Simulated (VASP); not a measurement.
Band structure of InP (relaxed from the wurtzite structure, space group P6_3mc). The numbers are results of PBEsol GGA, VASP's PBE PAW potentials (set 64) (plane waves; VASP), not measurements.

Unless said otherwise, spin-orbit coupling is left out, though it shifts the bands of the heavy elements here.

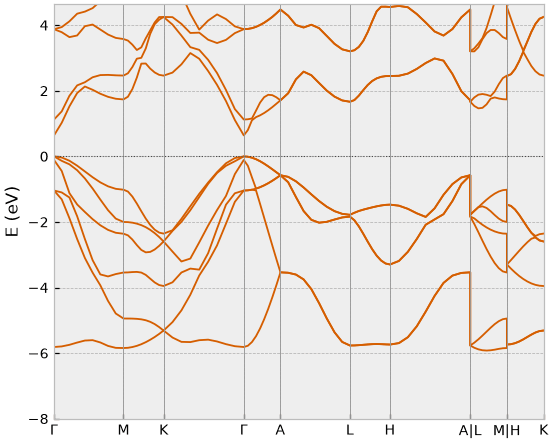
Figure: Bands along high-symmetry lines, zero at the valence-band maximum or, without a gap, the Fermi level

### Question
Read the plot: is there a gap, and where are the band edges?

### Answer
The gap is direct, 0.64 eV, from the valence maximum at Γ to the conduction minimum at Γ. (Edges off the drawn lines would not show.)

The structure was generated: InP was put into the wurtzite type (P6_3mc), which need not be its known phase. It was relaxed first, which changed the volume by +7 %.
